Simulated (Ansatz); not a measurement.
# BH3F: molecular dynamics (part 3 of 3)

BH3F, multiplicity 2; UKS B3LYP/def2-SVP (Ansatz 0.2.0). It belongs to a series of runs on one base structure; here: dynamics from the highest image of the converged band.

Geometry of the input (Å):
```
B  0.0000  0.0130  -0.0430
F  -0.0001  0.6031  1.6823
H  1.1532  -0.1785  -0.2610
H  -1.1531  -0.1785  -0.2612
H  0.0000  -0.2591  2.0529
```

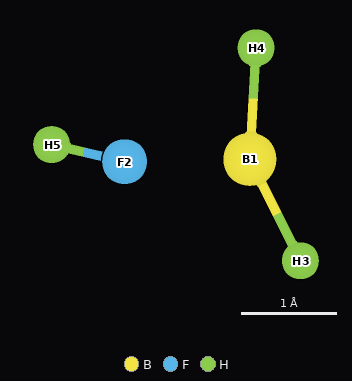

**Figure 1.** The geometry at step 117 of the log (ball-and-stick view, seen at a tilt; atoms are numbered from 1 in the order of the input).

Trajectory as extended XYZ, continued:
```
5
Properties=species:S:1:pos:R:3:forces:R:3 step=28 time_fs=14.0 energy=-3436.15663 temperature=296.9
B     0.0027    0.0053    0.0200    0.0876  -0.5177   0.2884
F    -0.0122    0.6016    1.6576    0.2836  -0.0084   0.2971
H     1.1432   -0.1666   -0.2511    0.1159   0.2482  -0.1773
H    -1.1374   -0.0090   -0.2551   -0.3312   0.0978  -0.3960
H     0.1938   -0.3295    1.8262   -0.1560   0.1801  -0.0121
5
Properties=species:S:1:pos:R:3:forces:R:3 step=33 time_fs=16.5 energy=-3436.18899 temperature=380.5
B     0.0007   -0.0007    0.0359   -0.1619  -0.7917   0.2671
F    -0.0122    0.6033    1.6566    0.3117  -0.1586   0.1801
H     1.1232   -0.1422   -0.2946    0.3534   0.3578  -0.1186
H    -1.1168    0.0160   -0.3364   -0.2528   0.2329  -0.1856
H     0.2154   -0.3466    1.7987   -0.2503   0.3597  -0.1431
5
Properties=species:S:1:pos:R:3:forces:R:3 step=39 time_fs=19.5 energy=-3436.23222 temperature=491.6
B    -0.0030   -0.0137    0.0564   -0.3796  -0.9341  -0.5081
F    -0.0111    0.6050    1.6562    0.1361   0.4416   0.0106
H     1.1223   -0.0842   -0.3541   -0.0418   0.4479   0.1600
H    -1.1058    0.0642   -0.4447    0.4228   0.2596   0.3514
H     0.2231   -0.3451    1.7565   -0.1375  -0.2149  -0.0139
5
Properties=species:S:1:pos:R:3:forces:R:3 step=44 time_fs=22.0 energy=-3436.25128 temperature=540.9
B    -0.0082   -0.0300    0.0706   -0.0175  -0.6607  -1.0805
F    -0.0096    0.6077    1.6559    0.0520   0.5611   0.0078
H     1.1207   -0.0077   -0.3942   -0.3930   0.3117   0.4145
H    -1.0740    0.1207   -0.5148    0.4667   0.1338   0.6216
H     0.2195   -0.3537    1.7194   -0.1081  -0.3459   0.0366
5
Properties=species:S:1:pos:R:3:forces:R:3 step=50 time_fs=25.0 energy=-3436.26128 temperature=566.1
B    -0.0141   -0.0541    0.0801    0.5768   0.0296  -0.9639
F    -0.0075    0.6129    1.6556    0.0681  -0.0397   0.0522
H     1.0909    0.1060   -0.4104   -0.2075  -0.0662   0.4579
H    -1.0052    0.1979   -0.5524   -0.2304  -0.0657   0.4806
H     0.2056   -0.3859    1.6767   -0.2070   0.1420  -0.0268
5
Properties=species:S:1:pos:R:3:forces:R:3 step=56 time_fs=28.0 energy=-3436.19006 temperature=383.1
B    -0.0159   -0.0779    0.0820    0.5958   0.7012  -0.6223
F    -0.0051    0.6181    1.6555    0.0122  -0.4701   0.1256
H     1.0464    0.2147   -0.3893    0.4005  -0.3738   0.2150
H    -0.9555    0.2698   -0.5494   -0.8065  -0.2538   0.2274
H     0.1746   -0.4080    1.6329   -0.2019   0.3964   0.0542
5
Properties=species:S:1:pos:R:3:forces:R:3 step=61 time_fs=30.5 energy=-3436.13688 temperature=246.1
B    -0.0138   -0.0937    0.0795    0.1846   1.2527  -0.8681
F    -0.0031    0.6209    1.6559   -0.0878  -0.4077   0.2589
H     1.0317    0.2821   -0.3564    0.5682  -0.5367   0.0246
H    -0.9619    0.3131   -0.5298   -0.5604  -0.5163   0.2912
H     0.1359   -0.4027    1.6004   -0.1046   0.2080   0.2934
5
Properties=species:S:1:pos:R:3:forces:R:3 step=67 time_fs=33.5 energy=-3436.13455 temperature=240.2
B    -0.0099   -0.1033    0.0698    0.0151   1.6649  -1.1815
F    -0.0011    0.6228    1.6576   -0.1782  -0.0608   0.4345
H     1.0544    0.3199   -0.3149    0.1629  -0.6969  -0.0982
H    -1.0099    0.3237   -0.4831    0.0075  -0.7056   0.3091
H     0.0816   -0.3830    1.5856   -0.0073  -0.2016   0.5360
5
Properties=species:S:1:pos:R:3:forces:R:3 step=72 time_fs=36.0 energy=-3436.19654 temperature=399.8
B    -0.0064   -0.1015    0.0548    0.1798   1.4352  -0.7791
F     0.0000    0.6240    1.6604   -0.1779  -0.0602   0.4859
H     1.0861    0.3069   -0.2867   -0.1594  -0.6526  -0.2440
H    -1.0529    0.2880   -0.4250    0.1551  -0.5596   0.0558
H     0.0351   -0.3764    1.6065    0.0025  -0.1627   0.4815
5
Properties=species:S:1:pos:R:3:forces:R:3 step=78 time_fs=39.0 energy=-3436.28015 temperature=615.0
B    -0.0009   -0.0892    0.0317    0.2369   0.6426   0.1346
F     0.0005    0.6249    1.6657   -0.1481  -0.4267   0.4443
H     1.1133    0.2422   -0.2733   -0.1222  -0.3329  -0.4594
H    -1.0948    0.2034   -0.3532    0.0048  -0.2054  -0.3249
H    -0.0202   -0.3769    1.6675    0.0286   0.3224   0.2054
5
Properties=species:S:1:pos:R:3:forces:R:3 step=83 time_fs=41.5 energy=-3436.30645 temperature=683.0
B     0.0050   -0.0748    0.0128   -0.0888   0.0335   0.5120
F     0.0005    0.6244    1.6718   -0.1126  -0.3728   0.3623
H     1.1281    0.1652   -0.2910    0.0435  -0.0380  -0.5125
H    -1.1275    0.1176   -0.3122    0.0883   0.0038  -0.4168
H    -0.0645   -0.3598    1.7333    0.0696   0.3735   0.0549
5
Properties=species:S:1:pos:R:3:forces:R:3 step=89 time_fs=44.5 energy=-3436.29329 temperature=649.1
B     0.0113   -0.0572   -0.0064   -0.2971  -0.4222   0.3246
F     0.0000    0.6226    1.6804    0.0167   0.3660   0.0917
H     1.1468    0.0701   -0.3503   -0.1528   0.1672  -0.2533
H    -1.1570    0.0154   -0.2941    0.4096   0.1762  -0.2629
H    -0.1128   -0.3163    1.8179    0.0237  -0.2873   0.1000
5
Properties=species:S:1:pos:R:3:forces:R:3 step=94 time_fs=47.0 energy=-3436.25008 temperature=537.8
B     0.0150   -0.0450   -0.0204   -0.0497  -0.6972   0.0960
F    -0.0004    0.6220    1.6880    0.0630   0.3024  -0.1009
H     1.1530    0.0010   -0.4170   -0.4101   0.2934   0.0976
H    -1.1574   -0.0589   -0.2970    0.3621   0.3010  -0.1080
H    -0.1509   -0.2928    1.8940    0.0348  -0.1996   0.0152
5
Properties=species:S:1:pos:R:3:forces:R:3 step=100 time_fs=50.0 energy=-3436.17823 temperature=352.7
B     0.0191   -0.0356   -0.0364    0.1485  -0.8794   0.0390
F    -0.0006    0.6222    1.6968   -0.0304  -0.3945  -0.0781
H     1.1312   -0.0582   -0.4889   -0.1740   0.4211   0.3304
H    -1.1334   -0.1244   -0.3088   -0.1240   0.3651   0.0077
H    -0.1923   -0.2728    1.9836    0.1800   0.4877  -0.2990
5
Properties=species:S:1:pos:R:3:forces:R:3 step=106 time_fs=53.0 energy=-3436.11791 temperature=197.2
B     0.0240   -0.0330   -0.0520   -0.2680  -0.8830   0.0801
F    -0.0009    0.6212    1.7051    0.1568   0.2520  -0.4192
H     1.0976   -0.0818   -0.5345    0.4705   0.4636   0.2756
H    -1.1183   -0.1588   -0.3199   -0.3748   0.3639   0.1216
H    -0.2208   -0.2224    2.0520    0.0156  -0.1966  -0.0581
5
Properties=species:S:1:pos:R:3:forces:R:3 step=111 time_fs=55.5 energy=-3436.10438 temperature=162.5
B     0.0266   -0.0363   -0.0646   -0.5738  -0.8970   0.0482
F    -0.0007    0.6209    1.7106    0.2451   0.4819  -0.5432
H     1.0958   -0.0712   -0.5538    0.5208   0.4675   0.2721
H    -1.1277   -0.1635   -0.3217   -0.1317   0.3749   0.1835
H    -0.2423   -0.1878    2.1033   -0.0604  -0.4272   0.0395
5
Properties=species:S:1:pos:R:3:forces:R:3 step=117 time_fs=58.5 energy=-3436.13732 temperature=247.3
B     0.0260   -0.0469   -0.0794   -0.2119  -0.8754  -0.0175
F     0.0005    0.6220    1.7154   -0.0222  -0.2995  -0.0222
H     1.1282   -0.0218   -0.5541   -0.1502   0.4270   0.3947
H    -1.1477   -0.1396   -0.3105    0.1747   0.3619   0.0906
H    -0.2693   -0.1692    2.1618    0.2096   0.3860  -0.4456
5
Properties=species:S:1:pos:R:3:forces:R:3 step=122 time_fs=61.0 energy=-3436.18486 temperature=369.6
B     0.0240   -0.0611   -0.0917    0.1948  -0.7442   0.1349
F     0.0015    0.6224    1.7190    0.1154   0.1680  -0.1672
H     1.1491    0.0474   -0.5297   -0.5207   0.3285   0.3121
H    -1.1551   -0.0959   -0.2952    0.1567   0.3174  -0.0999
H    -0.2811   -0.1373    2.1866    0.0538  -0.0697  -0.1800
5
Properties=species:S:1:pos:R:3:forces:R:3 step=128 time_fs=64.0 energy=-3436.24996 temperature=537.6
B     0.0229   -0.0835   -0.1052    0.1428  -0.5988   0.5488
F     0.0033    0.6237    1.7224    0.2465   0.5311  -0.2924
H     1.1370    0.1562   -0.4787   -0.2980   0.2599  -0.0532
H    -1.1530   -0.0187   -0.2857    0.0258   0.2701  -0.3207
H    -0.2929   -0.1082    2.2053   -0.1171  -0.4623   0.1174
5
Properties=species:S:1:pos:R:3:forces:R:3 step=133 time_fs=66.5 energy=-3436.30174 temperature=671.1
B     0.0228   -0.1058   -0.1133   -0.1503  -0.4109   0.7042
F     0.0055    0.6264    1.7245   -0.1023  -0.3097   0.2976
H     1.1062    0.2642   -0.4378   -0.0359   0.2245  -0.2844
H    -1.1481    0.0635   -0.2975    0.1057   0.1849  -0.3664
H    -0.3077   -0.1083    2.2243    0.1829   0.3113  -0.3509
5
Properties=species:S:1:pos:R:3:forces:R:3 step=139 time_fs=69.5 energy=-3436.32920 temperature=741.0
B     0.0217   -0.1352   -0.1183   -0.0739   0.4124   0.3565
F     0.0079    0.6286    1.7280    0.0121  -0.0404   0.0905
H     1.0631    0.4085   -0.4095   -0.2417  -0.1871  -0.2296
H    -1.1322    0.1744   -0.3391    0.3109  -0.1294  -0.2129
H    -0.3142   -0.0911    2.2248   -0.0073  -0.0556  -0.0045
5
Properties=species:S:1:pos:R:3:forces:R:3 step=144 time_fs=72.0 energy=-3436.26216 temperature=568.7
B     0.0204   -0.1573   -0.1201    0.1105   1.3600  -0.0301
F     0.0099    0.6302    1.7313    0.1492   0.2658  -0.1631
H     1.0130    0.5175   -0.4012   -0.3130  -0.7030  -0.1071
H    -1.1004    0.2593   -0.3883    0.2585  -0.4928  -0.0261
H    -0.3190   -0.0779    2.2228   -0.2053  -0.4300   0.3263
5
Properties=species:S:1:pos:R:3:forces:R:3 step=150 time_fs=75.0 energy=-3436.13944 temperature=252.7
B     0.0195   -0.1738   -0.1224    0.0751   1.8361  -0.1946
F     0.0126    0.6326    1.7350   -0.2961  -0.6370   0.4069
H     0.9331    0.5935   -0.4000    0.2437  -0.8684  -0.0847
H    -1.0455    0.3216   -0.4490   -0.2086  -0.7509   0.1067
H    -0.3353   -0.0840    2.2378    0.1860   0.4202  -0.2343
5
Properties=species:S:1:pos:R:3:forces:R:3 step=156 time_fs=78.0 energy=-3436.07693 temperature=91.8
B     0.0190   -0.1763   -0.1261   -0.1898   1.3482  -0.0752
F     0.0142    0.6327    1.7401   -0.0919  -0.1445   0.0185
H     0.8764    0.5994   -0.4070    1.0491  -0.4325  -0.1750
H    -1.0090    0.3215   -0.5014   -0.7167  -0.7027   0.1255
H    -0.3413   -0.0659    2.2407   -0.0508  -0.0685   0.1063
5
Properties=species:S:1:pos:R:3:forces:R:3 step=161 time_fs=80.5 energy=-3436.14392 temperature=264.4
B     0.0177   -0.1698   -0.1298   -0.2455   1.0086  -0.0716
F     0.0152    0.6322    1.7446    0.0560   0.2145  -0.2667
H     0.8919    0.5728   -0.4235    1.0223  -0.2657  -0.1509
H    -1.0216    0.2751   -0.5366   -0.6257  -0.5702   0.1828
H    -0.3478   -0.0515    2.2475   -0.2072  -0.3871   0.3063
5
Properties=species:S:1:pos:R:3:forces:R:3 step=167 time_fs=83.5 energy=-3436.28157 temperature=618.2
B     0.0145   -0.1544   -0.1349    0.0909   0.9342  -0.3121
F     0.0163    0.6318    1.7492   -0.3769  -0.4690   0.2420
H     0.9817    0.5165   -0.4532   -0.0313  -0.5051   0.0733
H    -1.0802    0.1757   -0.5633    0.0821  -0.3330   0.3384
H    -0.3658   -0.0540    2.2711    0.2353   0.3729  -0.3416
5
Properties=species:S:1:pos:R:3:forces:R:3 step=172 time_fs=86.0 energy=-3436.30441 temperature=677.4
B     0.0123   -0.1361   -0.1409    0.3090   0.4578  -0.3703
F     0.0161    0.6303    1.7536   -0.1579   0.0238  -0.1000
H     1.0599    0.4387   -0.4745   -0.7336  -0.4322   0.1847
H    -1.1272    0.0706   -0.5643    0.5490  -0.0103   0.3828
H    -0.3703   -0.0401    2.2752    0.0335  -0.0391  -0.0971
5
Properties=species:S:1:pos:R:3:forces:R:3 step=178 time_fs=89.0 energy=-3436.27113 temperature=591.7
B     0.0118   -0.1112   -0.1506    0.2033  -0.4701  -0.0247
F     0.0154    0.6289    1.7583    0.0802   0.5007  -0.4515
H     1.1004    0.3153   -0.4867   -0.5505   0.0615   0.0826
H    -1.1431   -0.0547   -0.5366    0.4411   0.3502   0.2479
H    -0.3752   -0.0304    2.2751   -0.1741  -0.4424   0.1457
5
Properties=species:S:1:pos:R:3:forces:R:3 step=183 time_fs=91.5 energy=-3436.20191 temperature=413.7
B     0.0125   -0.0929   -0.1589   -0.0688  -0.9585   0.4199
F     0.0149    0.6291    1.7609   -0.3064  -0.1680   0.0121
H     1.0995    0.2143   -0.4915    0.2468   0.4408  -0.0976
H    -1.1287   -0.1382   -0.4968   -0.1164   0.4494   0.0827
H    -0.3874   -0.0456    2.2805    0.2449   0.2363  -0.4171
5
Properties=species:S:1:pos:R:3:forces:R:3 step=189 time_fs=94.5 energy=-3436.12820 temperature=223.8
B     0.0132   -0.0777   -0.1659    0.1145  -0.8636   0.4632
F     0.0132    0.6289    1.7637   -0.0562   0.1579  -0.3470
H     1.1162    0.1260   -0.5036    0.3908   0.4448  -0.0322
H    -1.1217   -0.2041   -0.4422   -0.4808   0.3876   0.0393
H    -0.3867   -0.0518    2.2596    0.0317  -0.1267  -0.1233
5
Properties=species:S:1:pos:R:3:forces:R:3 step=194 time_fs=97.0 energy=-3436.10687 temperature=168.6
B     0.0143   -0.0704   -0.1690    0.3471  -0.6403   0.1596
F     0.0116    0.6292    1.7650    0.1926   0.4881  -0.6334
H     1.1525    0.0814   -0.5155   -0.3069   0.2831   0.2051
H    -1.1431   -0.2330   -0.3936   -0.0482   0.3657   0.1081
H    -0.3826   -0.0630    2.2320   -0.1846  -0.4965   0.1607
5
Properties=species:S:1:pos:R:3:forces:R:3 step=200 time_fs=100.0 energy=-3436.09304 temperature=133.2
B     0.0179   -0.0663   -0.1714    0.0294  -0.4987   0.1422
F     0.0100    0.6310    1.7643   -0.2255  -0.3907  -0.0840
H     1.1726    0.0502   -0.5144   -0.5699   0.1944   0.2380
H    -1.1696   -0.2389   -0.3274    0.4849   0.3379   0.0562
H    -0.3857   -0.1037    2.2039    0.2810   0.3572  -0.3524
```

Summary:

- outcome: finished
- mean temperature over the second half: 387 K
- trajectory: 200 steps, 100 fs
- ensemble: nve
- temperature in the input: 300.0 K
- time step: 0.5 fs
- potential energy (last step): −3436.0932 eV
- mean-field energy (last step): −3436.0932 eV
- ⟨S²⟩ (last step): 0.754
- largest force (length of the vector) (last step): 0.647 eV/Å
- wall time: 3.6 min
- peak memory: 0.091 GiB

Remarks:

So short a trajectory is not equilibrated.
